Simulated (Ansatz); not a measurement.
**CH₆GeO₃: reading failed and doubtful runs**

Aim: try 3 inputs for CH₆GeO₃ as typed, read how each ends, and find what has to change.

Method: the settings change from run to run; program: Ansatz 0.2.0, Gaussian basis.

## 1. The relaxed structure

The structure was relaxed beforehand with PBE0-D4 in a triple-zeta def2 set.

11 atoms, charge 0, spin multiplicity 1.

Atoms are counted from 1 here; the program's logs count them from 0.

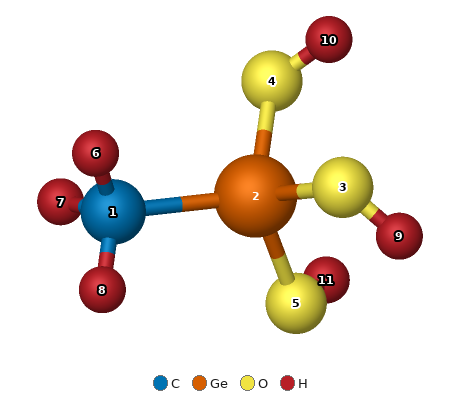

The geometry (carbon blue, germanium orange, oxygen yellow, hydrogen red); atoms are numbered from 1 in the order of the file.

## 2. Try 1

in.yaml reads:

```yaml
crystal:
  periodic: [false, false, false]
  atoms:
    - {symbol: C, position_ang: [-1.075826, 0.271505, 0.265363]}
    - {symbol: Ge, position_ang: [0.153562, -0.047647, -0.035587]}
    - {symbol: O, position_ang: [0.794930, 0.012007, 0.946652]}
    - {symbol: O, position_ang: [0.569748, 0.573021, -0.793005]}
    - {symbol: O, position_ang: [0.186210, -1.224678, -0.457067]}
    - {symbol: H, position_ang: [-0.909689, 0.980145, 0.550144]}
    - {symbol: H, position_ang: [-1.482472, 0.398624, -0.321360]}
    - {symbol: H, position_ang: [-1.200674, -0.184926, 0.603885]}
    - {symbol: H, position_ang: [1.083105, -0.483026, 1.035199]}
    - {symbol: H, position_ang: [1.084683, 0.777184, -0.633856]}
    - {symbol: H, position_ang: [0.548557, -1.263054, -1.040915]}
basis:
  gaussian: {orbitals: def2-mTZVP, fitting: {mean_field: cc-pVTZ-jkfit}}
hamiltonian: {xc: {name: wB97}, pseudopotentials: {relativity: scalar}}
accuracy: high
```

The run is started by

```
> ansatz run in.yaml --threads 4 --pin off --events-out ev --progress --plain --max-ram 10444MiB
```

What it wrote:

```text
Functional definition: wB97
  name "wB97"
  cite "Chai & Head-Gordon, J. Chem. Phys. 128, 084106 (2008) doi:10.1063/1.2834918"
  cite "Becke, J. Chem. Phys. 107, 8554 (1997) doi:10.1063/1.475007"
  parameter omega = 0.4/bohr
  parameter cx1 = 1.13116
  parameter cx2 = -2.74915
  parameter cx3 = 12.0900
  parameter cx4 = -5.71642
  parameter css1 = -2.55352
  parameter css2 = 11.8926
  parameter css3 = -26.9452
  parameter css4 = 17.0927
  parameter cos1 = 3.99051
  parameter cos2 = -17.0066
  parameter cos3 = 1.07292
  parameter cos4 = 8.88211
  # The coefficients of nought are those of the uniform gas.
  exchange = spin_sum(e_x_unif_sr(omega)*poly(b97_u_x, 1, cx1, cx2, cx3, cx4)) + exact_x_lr(omega)
  correlation = spin_sum(e_c_pw_same_spin*poly(b97_u_same, 1, css1, css2, css3, css4))
      + integral(e_c_pw_opposite_spin*poly(b97_u_opposite, 1, cos1, cos2, cos3, cos4))
703 factors; integrals over basis functions are off by at most 6.1e-2 eV
703 factors; integrals over basis functions are off by at most 3.7e-5 eV
mean field evaluation 1: about -64122.8972 eV, gradient 1.4e2 eV
mean field evaluation 2: about -64132.5523 eV, gradient 1.1e2 eV
mean field evaluation 4: about -64147.6838 eV, gradient 6.2e0 eV
mean field evaluation 8: about -64147.7142 eV, gradient 8.8e-2 eV
mean field evaluation 16: about -64147.7142 eV, gradient 1.9e-5 eV
mean field -64147.71422617 eV, -2357.3850169293 hartree, gradient 6.9e-8 eV, S^2 0.000000; 0 other end points of the search recorded, 0 dependent functions left out
reference -64147.71422527 eV, -2357.3850168962 hartree; 34, 34 occupied and 111, 111 virtual orbitals, 703 factors
Total energy: -64147.71422527 eV, -2357.3850168962 hartree
Relativity: scalar
```

Run time: 12 s. Hardware: 4 threads of AMD EPYC 7R43, shared host; peak memory 0.6 GiB.

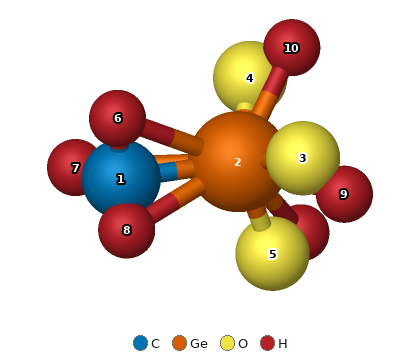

The geometry of this input.

**Diagnosis.** It ended without an error, which proves nothing about the input. The geometry is squeezed well below its size. The shortest distance is 0.58 Å (O4–H10), against 0.96 Å in the relaxed molecule. Its energy is no property of the relaxed molecule. Fix: use the relaxed coordinates.

## 3. Try 2

in.yaml reads:

```yaml
crystal:
  periodic: [false, false, false]
  atoms:
    - {symbol: C, position_ang: [-1.536895, 0.452508, 0.379090]}
    - {symbol: Ge, position_ang: [0.255937, -0.079412, -0.059312]}
    - {symbol: O, position_ang: [1.324883, 0.017152, 1.352361]}
    - {symbol: O, position_ang: [0.949580, 0.955035, -1.321675]}
    - {symbol: O, position_ang: [0.310350, -1.749540, -0.652953]}
    - {symbol: H, position_ang: [-1.516148, 1.400206, 0.916907]}
    - {symbol: H, position_ang: [-2.117817, 0.569462, -0.535600]}
    - {symbol: H, position_ang: [-2.001123, -0.308209, 1.006475]}
    - {symbol: H, position_ang: [1.805175, -0.805044, 1.478856]}
    - {symbol: H, position_ang: [1.807805, 1.295307, -1.056427]}
    - {symbol: H, position_ang: [0.783652, -1.804364, -1.487022]}
basis:
  gaussian: {orbitals: cc-pVDZ, fitting: {mean_field: def2-universal-jkfit}}
hamiltonian: {xc: {name: M06-2X}}
scf: {lower_state_search: full}
```

Launched as before.

What it wrote:

```text
Error: YAML parse error: error: line 17 column 19: hamiltonian.xc: no functional is named "M06-2X"; the names, which are not case-sensitive, are SVWN5, SPW92, PBE, PBE0, PBEsol, revPBE, revPBE0, RPBE, rPW86-PBE, HSE06, wPBEh, LC-wPBE, HISS, HF, BLYP, B3LYP, B3LYP5, BHLYP, CAM-B3LYP, r2SCAN, r2SCANh, r2SCAN0, r2SCAN50, m-r2SCAN, B97, wB97, wB97X, wB97X-V, B97M-V, wB97M-V, B2PLYP, B2GP-PLYP, PBE0-DH, PBE-QIDH
  --> <input>:17:19
   |
15 | basis:
16 |   gaussian: {orbitals: cc-pVDZ, fitting: {mean_field: def2-universal-jkfit}}
17 | hamiltonian: {xc: {name: M06-2X}}
   |                   ^ hamiltonian.xc: no functional is named "M06-2X"; the names, which are not case-sensitive, are SVWN5, SPW92, PBE, PBE0, PBEsol, revPBE, revPBE0, RPBE, rPW86-PBE, HSE06, wPBEh, LC-wPBE, HISS, HF, BLYP, B3LYP, B3LYP5, BHLYP, CAM-B3LYP, r2SCAN, r2SCANh, r2SCAN0, r2SCAN50, m-r2SCAN, B97, wB97, wB97X, wB97X-V, B97M-V, wB97M-V, B2PLYP, B2GP-PLYP, PBE0-DH, PBE-QIDH
18 | scf: {lower_state_search: full}
   |
```

It took 0.05 s on 4 threads of AMD EPYC 7R43, shared host.

**Diagnosis.** The program refused the input. The method's name isn't one that the program takes here. Cure: name a functional that the program knows.

## 4. Try 3

in.yaml reads:

```yaml
crystal:
  periodic: [false, false, false]
  atoms:
    - {symbol: C, position_ang: [-3.381169, 0.995517, 0.833999]}
    - {symbol: Ge, position_ang: [0.563062, -0.174706, -0.130486]}
    - {symbol: O, position_ang: [2.914742, 0.037735, 2.975193]}
    - {symbol: O, position_ang: [2.089076, 2.101078, -2.907685]}
    - {symbol: O, position_ang: [0.682770, -3.848989, -1.436497]}
    - {symbol: H, position_ang: [-3.335525, 3.080454, 2.017195]}
    - {symbol: H, position_ang: [-4.659198, 1.252817, -1.178320]}
    - {symbol: H, position_ang: [-4.402470, -0.678061, 2.214246]}
    - {symbol: H, position_ang: [3.971385, -1.771096, 3.253483]}
    - {symbol: H, position_ang: [3.977172, 2.849675, -2.324140]}
    - {symbol: H, position_ang: [1.724035, -3.969600, -3.271448]}
basis:
  gaussian: {orbitals: cc-pVDZ, final_grid: {core_spheres: 5, valence_spheres: 4, degree: 11}}
hamiltonian: {xc: {name: revPBE0}}
output: {forces: true}
```

The command is unchanged.

What it wrote (excerpt; [...] marks lines left out):

```text
Functional definition: revPBE0
  name "revPBE0"
  cite "Zhang & Yang, Phys. Rev. Lett. 80, 890 (1998) doi:10.1103/PhysRevLett.80.890"
  cite "Adamo & Barone, J. Chem. Phys. 110, 6158 (1999) doi:10.1063/1.478522"
  cite "Perdew, Burke & Ernzerhof, Phys. Rev. Lett. 77, 3865 (1996) doi:10.1103/PhysRevLett.77.3865"
[...]
1119 factors; integrals over basis functions are off by at most 1.2e-3 eV
[...]
mean field -63740.60066845 eV, -2342.4238696348 hartree, gradient 9.2e-6 eV, S^2 0.000000; 10 other end points of the search recorded, 0 dependent functions left out
[...]
reference -63740.60070270 eV, -2342.4238708933 hartree; 34, 34 occupied and 79, 79 virtual orbitals, 1119 factors
Total energy: -63740.60070270 eV, -2342.4238708933 hartree
Atom 0 at    -3.381169     0.995517     0.833999 Å, force    -1.708723     0.510493     0.408902 eV/Å
Atom 1 at     0.563062    -0.174706    -0.130486 Å, force     0.648472    -0.190207    -0.155480 eV/Å
Atom 2 at     2.914742     0.037735     2.975193 Å, force     1.139045    -2.775304    -0.173797 eV/Å
Atom 3 at     2.089076     2.101078    -2.907685 Å, force     2.538082     0.689197     1.406914 eV/Å
Atom 4 at     0.682770    -3.848989    -1.436497 Å, force     1.538766     0.528351    -2.527719 eV/Å
Atom 5 at    -3.335525     3.080454     2.017195 Å, force    -0.048210    -1.904101    -1.074370 eV/Å
Atom 6 at    -4.659198     1.252817    -1.178320 Å, force     1.150482    -0.232960     1.841436 eV/Å
Atom 7 at    -4.402470    -0.678061     2.214246 Å, force     0.915256     1.533009    -1.253717 eV/Å
Atom 8 at     3.971385    -1.771096     3.253483 Å, force    -1.663011     2.768256    -0.477731 eV/Å
Atom 9 at     3.977172     2.849675    -2.324140 Å, force    -2.911870    -1.180043    -0.830920 eV/Å
Atom 10 at     1.724035    -3.969600    -3.271448 Å, force    -1.598290     0.253308     2.836484 eV/Å
Dipole moment:    -0.302856     0.088029     0.072519 e Å
```

Run time: 9.5 s. Hardware: 4 threads of AMD EPYC 7R43, shared host; peak memory 0.29 GiB.

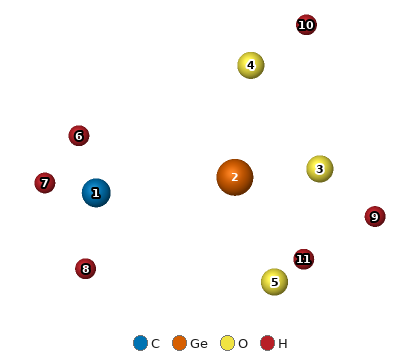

The geometry of this input.

**Diagnosis.** The run converged, but a converged run isn't a right one. The geometry is stretched to more than twice its size. The shortest distance is 2.11 Å (O3–H9), against 0.96 Å in the relaxed molecule. Its energy is no property of the relaxed molecule. To mend it, use the relaxed coordinates.

## 5. Summary

| try | level | ended | cause | time |
| --- | --- | --- | --- | --- |
| 1 | wB97/def2-mTZVP | converged | the geometry is squeezed well below its size | 12 s |
| 2 | M06-2X/cc-pVDZ | refused | the method's name isn't one that the program takes here | 0.05 s |
| 3 | revPBE0/cc-pVDZ | converged | the geometry is stretched to more than twice its size | 9.5 s |

In words: 2 converged, 1 refused. A refusal costs next to no computing time. The dangerous case is the input that converges on a wrong geometry, charge, spin, basis or grid: often only a look at the input shows it.
